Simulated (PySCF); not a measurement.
# trifluoroacetate (C₂F₃O₂−): NMR shifts and spin-spin couplings

What NMR shifts and spin-spin couplings should trifluoroacetate (C₂F₃O₂−) (`O=C([O-])C(F)(F)F`) show?

Programs: PySCF 2.14.0, with density-fitted response routines of our own. Each step states its level of theory. These are calculated values for one molecule in the gas phase, unless marked as measured. Atoms count from 0, in the outputs and in this text.

## 1. Starting geometry

7 atoms, charge -1, multiplicity 1; geometry from: GFN2-xTB, dihedral held. The dihedral O2–C1–C3–F5 is held at 120°.

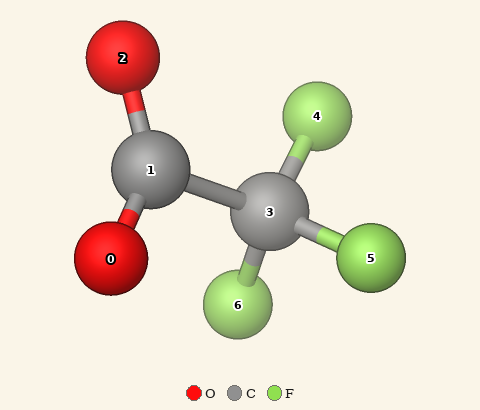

The starting geometry (oxygen red, carbon grey, fluorine green), atoms numbered.

## 2. NMR shieldings: PBE0/pcSseg-1

The job: settings as JSON, then the geometry in Å.

```
{"job": {"kind": "nmr", "xc": "PBE0", "basis": "pcSseg-1", "pop": true}, "charge": -1, "multiplicity": 1}
O      1.313061    -1.201263    -0.599719
C      1.025990    -0.186804     0.012827
O      1.660686     0.647379     0.634427
C     -0.597126     0.117785    -0.013343
F     -0.974948     1.233297     0.658696
F     -1.087050     0.281720    -1.271154
F     -1.336776    -0.886249     0.528421
```

Method: GIAO PBE0/pcSseg-1 NMR shielding, non-relativistic, gas phase.

The log of the run:

```text
coarse grid: 7608 points
cycle   1  E = -525.3040676405  dE =  1.201e+00  |g| = 1.356e+00  |ddm| = 2.449e+00
cycle   2  E = -524.6253349469  dE =  6.787e-01  |g| = 2.419e+00  |ddm| = 2.337e+00
cycle   3  E = -525.6213257428  dE = -9.960e-01  |g| = 1.251e-01  |ddm| = 1.637e+00
cycle   4  E = -525.6235346772  dE = -2.209e-03  |g| = 6.631e-02  |ddm| = 1.295e-01
cycle   5  E = -525.6241717901  dE = -6.371e-04  |g| = 2.274e-02  |ddm| = 4.228e-02
cycle   6  E = -525.6242505080  dE = -7.872e-05  |g| = 7.653e-03  |ddm| = 1.698e-02
cycle   7  E = -525.6242594605  dE = -8.952e-06  |g| = 3.139e-03  |ddm| = 6.200e-03
final grid: 79648 points
cycle   8  E = -525.7062077819  dE = -1.738e-05  |g| = 1.319e-02  |ddm| = 1.602e-02
cycle   9  E = -525.7061500671  dE =  5.771e-05  |g| = 2.250e-02  |ddm| = 2.013e-02
cycle  10  E = -525.7062358795  dE = -8.581e-05  |g| = 2.162e-03  |ddm| = 1.326e-02
cycle  11  E = -525.7062366848  dE = -8.053e-07  |g| = 4.364e-04  |ddm| = 1.585e-03
cycle  12  E = -525.7062367187  dE = -3.386e-08  |g| = 7.715e-05  |ddm| = 3.015e-04
cycle  13  E = -525.7062367198  dE = -1.145e-09  |g| = 1.504e-05  |ddm| = 6.705e-05
cycle  14  E = -525.7062367198  dE = -2.933e-11  |g| = 7.614e-06  |ddm| = 1.255e-05
converged SCF energy = -525.7062367198

GIAO shielding tensors (ppm)
atom      isotropic    diamagn.    paramagn.     s11        s22        s33       span
  0 O       40.542     404.423    -363.882   -128.205      8.289    241.542    369.747
  1 C       30.790     244.795    -214.006    -71.811     43.263    120.918    192.729
  2 O       27.328     404.125    -376.797   -151.238    -10.838    244.060    395.298
  3 C       54.438     242.576    -188.139     42.856     56.013     64.445     21.589
  4 F      266.310     474.922    -208.613    173.653    268.326    356.950    183.297
  5 F      266.054     475.010    -208.956    175.373    259.108    363.682    188.310
  6 F      266.126     475.035    -208.909    175.438    259.276    363.664    188.226
```

It took 10 s on 1 thread, shared host.

Shifts follow as δ = σ(reference) − σ, with reference shieldings (ppm) from runs at the same level and on the same kind of geometry: ¹³C TMS 186.9, ¹⁹F CFCl3 170.9, ¹⁷O H2O 336.1. The references are single molecules in the gas phase, so shifts against H2O, NH3, PH3, H3PO4 or CFCl3 are not on the usual liquid scales and can be off by tens of ppm. Each atom is listed at this fixed geometry, with no averaging over motion; a spectrum would average atoms that exchange fast.

```tsv
atoms	environment	σ (ppm)	δ (ppm)
C1	carboxylate carbon	30.8	156.1
C3	CF3 carbon	54.4	132.5
O2	carboxylate oxygen	27.3	308.8
O0	carboxylate oxygen	40.5	295.5
F5	fluorine of a CF3 group	266.1	-95.1
F6	fluorine of a CF3 group	266.1	-95.2
F4	fluorine of a CF3 group	266.3	-95.4
```

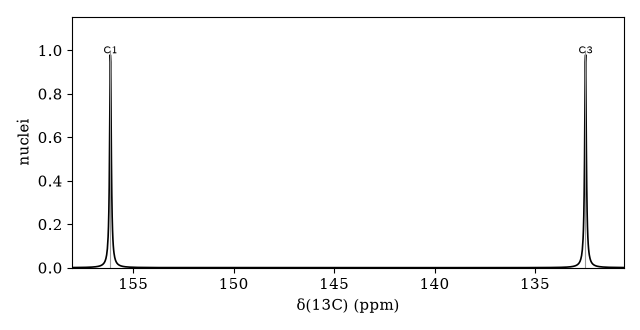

¹³C lines at the computed shifts, without couplings. Lines are broadened to a width of 0.09 ppm (Lorentzian).

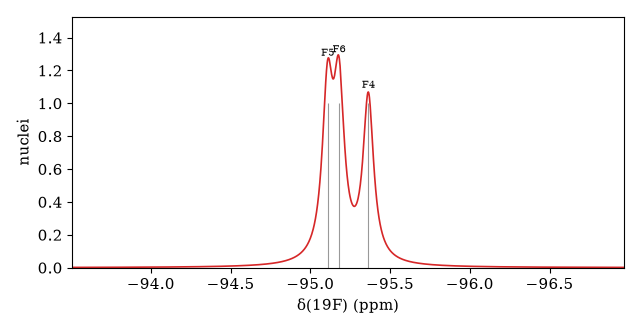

¹⁹F lines at the computed shifts, without couplings. Lines are broadened to a width of 0.08 ppm (Lorentzian).

The run also stored atomic charges by several schemes (e):

```tsv
atoms	Mulliken	IAO	Hirshfeld	ESP fit
O0	-0.55	-0.62	-0.42	-0.71
C1	0.36	0.49	0.09	0.70
O2	-0.54	-0.61	-0.42	-0.70
C3	0.67	0.68	0.20	0.40
F4	-0.31	-0.31	-0.15	-0.23
F5	-0.32	-0.31	-0.15	-0.23
F6	-0.32	-0.31	-0.15	-0.23
```

Hirshfeld charges:

```tsv
atom	value (e)
O0	-0.42
C1	0.09
O2	-0.42
C3	0.20
F4	-0.15
F5	-0.15
F6	-0.15
```

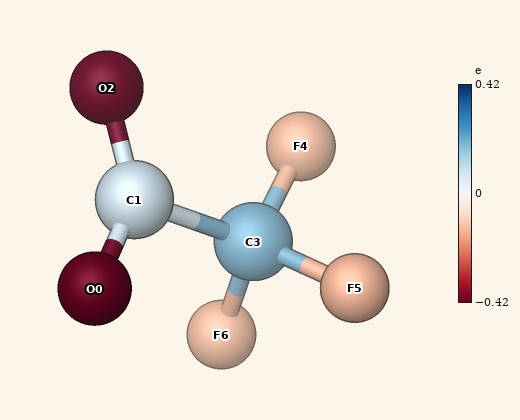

Hirshfeld charges, as colours on the atoms.

Mayer bond orders: O0–C1 1.78, C1–O2 1.79, C1–C3 0.77, C3–F4 0.97, C3–F5 0.96, C3–F6 0.96.

## 3. Indirect couplings: B3LYP/pcJ-1

Same as in step 2 but for these lines:

```diff
@@ -1,2 +1,2 @@
-{"job": {"kind": "nmr", "xc": "PBE0", "basis": "pcSseg-1", "pop": true}, "charge": -1, "multiplicity": 1}
+{"job": {"kind": "j", "xc": "B3LYP", "basis": "pcJ-1"}, "charge": -1, "multiplicity": 1}
 O      1.313061    -1.201263    -0.599719
```

Level: B3LYP/pcJ-1 indirect spin-spin coupling, non-relativistic, gas phase.

The log of the run:

```text
coarse grid: 7608 points
cycle   1  E = -525.8348443754  dE =  1.188e+00  |g| = 1.456e+00  |ddm| = 2.512e+00
cycle   2  E = -524.8647092623  dE =  9.701e-01  |g| = 2.813e+00  |ddm| = 2.617e+00
cycle   3  E = -526.1847647585  dE = -1.320e+00  |g| = 1.709e-01  |ddm| = 1.917e+00
cycle   4  E = -526.1885636205  dE = -3.799e-03  |g| = 9.371e-02  |ddm| = 1.784e-01
cycle   5  E = -526.1897473222  dE = -1.184e-03  |g| = 3.273e-02  |ddm| = 5.889e-02
cycle   6  E = -526.1899000606  dE = -1.527e-04  |g| = 1.169e-02  |ddm| = 2.422e-02
cycle   7  E = -526.1899201828  dE = -2.012e-05  |g| = 4.855e-03  |ddm| = 9.129e-03
cycle   8  E = -526.1899242010  dE = -4.018e-06  |g| = 3.587e-04  |ddm| = 3.032e-03
final grid: 79648 points
cycle   9  E = -526.2707008911  dE = -2.068e-04  |g| = 7.432e-03  |ddm| = 1.123e-02
cycle  10  E = -526.2706902506  dE =  1.064e-05  |g| = 1.096e-02  |ddm| = 7.911e-03
cycle  11  E = -526.2707074043  dE = -1.715e-05  |g| = 1.171e-03  |ddm| = 5.370e-03
cycle  12  E = -526.2707074472  dE = -4.298e-08  |g| = 1.087e-03  |ddm| = 1.321e-03
cycle  13  E = -526.2707076391  dE = -1.919e-07  |g| = 2.136e-04  |ddm| = 7.021e-04
cycle  14  E = -526.2707076469  dE = -7.843e-09  |g| = 3.893e-05  |ddm| = 1.464e-04
cycle  15  E = -526.2707076472  dE = -2.228e-10  |g| = 9.456e-06  |ddm| = 2.906e-05
converged SCF energy = -526.2707076472

Indirect spin-spin couplings (Hz)
  i      j    bonds     total        FC       PSO       DSO        SD
  0 O    1 C    1     25.615    16.236    10.152    -0.141    -0.633
  0 O    2 O    2     -4.928    -0.095    -7.358    -0.048     2.573
  0 O    3 C    2    -17.483   -15.258    -1.390    -0.041    -0.794
  0 O    4 F    3    -11.260    -2.017    -5.859     0.231    -3.614
  0 O    5 F    3      2.203     0.615     0.545     0.006     1.037
  0 O    6 F    3      2.209     0.652     0.544     0.005     1.007
  1 C    2 O    1     25.349    15.990    10.174    -0.140    -0.674
  1 C    3 C    1     60.920    60.143    -0.707     0.479     1.005
  1 C    4 F    2     23.920    22.427    -0.573     0.192     1.875
  1 C    5 F    2     24.680    24.183    -1.078     0.247     1.328
  1 C    6 F    2     24.632    24.109    -1.067     0.246     1.344
  2 O    3 C    2    -18.405   -15.851    -1.526    -0.038    -0.990
  2 O    4 F    3      0.850     0.971     0.265    -0.057    -0.328
  2 O    5 F    3     -4.054    -2.571    -1.998     0.157     0.359
  2 O    6 F    3     -4.186    -2.582    -2.046     0.158     0.283
  3 C    4 F    1   -417.126  -389.872   -37.792     1.365     9.173
  3 C    5 F    1   -419.721  -398.096   -33.356     1.360    10.371
  3 C    6 F    1   -419.620  -397.922   -33.408     1.360    10.349
  4 F    5 F    2     36.583    29.594   -42.981    -0.192    50.162
  4 F    6 F    2     35.946    29.642   -43.548    -0.191    50.044
  5 F    6 F    2     81.001    38.982   -16.145    -0.188    58.352
```

Run time: 29 s. Hardware: 1 thread, shared host.

A choice of the couplings up to four bonds, sorted by the number of bonds; isotopes 13C, 19F, 17O:

```tsv
pair	bonds	J (Hz)	Fermi contact (Hz)	dihedral (°)
C3–F5	1	-419.7	-398.1	–
C3–F6	1	-419.6	-397.9	–
C3–F4	1	-417.1	-389.9	–
C1–C3	1	60.9	60.1	–
O0–C1	1	25.6	16.2	–
C1–O2	1	25.3	16.0	–
F5–F6	2	81.0	39.0	–
F4–F5	2	36.6	29.6	–
F4–F6	2	35.9	29.6	–
C1–F5	2	24.7	24.2	–
C1–F6	2	24.6	24.1	–
C1–F4	2	23.9	22.4	–
O2–C3	2	-18.4	-15.9	–
O0–C3	2	-17.5	-15.3	–
O0–O2	2	-4.9	-0.1	–
O0–F4	3	-11.3	-2.0	180
O2–F6	3	-4.2	-2.6	-121
O2–F5	3	-4.1	-2.6	120
O0–F6	3	2.2	0.7	59
O0–F5	3	2.2	0.6	-60
```

Quadrupole couplings from the field gradients of the same density:

```tsv
atom	isotope	eQq/h (MHz)	η
O2	17O	8.228	0.26
O0	17O	7.918	0.33
```

## 4. Results

| quantity | value |
| --- | --- |
| ¹³C shifts against TMS (PBE0/pcSseg-1) | 156.1, 132.5 ppm |
| ¹⁷O shifts against H2O (PBE0/pcSseg-1) | 308.8, 295.5 ppm |
| ¹⁹F shifts against CFCl3 (PBE0/pcSseg-1) | -95.1, -95.2, -95.4 ppm |
| largest coupling of the table (B3LYP/pcJ-1) | ¹J(C,F) C3–F5, -419.7 Hz |

What this shows: Shifts at one fixed geometry are not the observed spectrum, which averages over the motion. The geometry holds a dihedral fixed, so it need not be a minimum. At PBE0/pcSseg-1: Shielding is most anisotropic at O2 (span 395 ppm, paramagnetic term -377 ppm). Of the pairs tabulated at B3LYP/pcJ-1, C3–F5 couples most strongly (-419.7 Hz; Fermi contact -398.1 Hz). Density functionals describe couplings to fluorine poorly, F–F couplings above all, so those rows are rough.
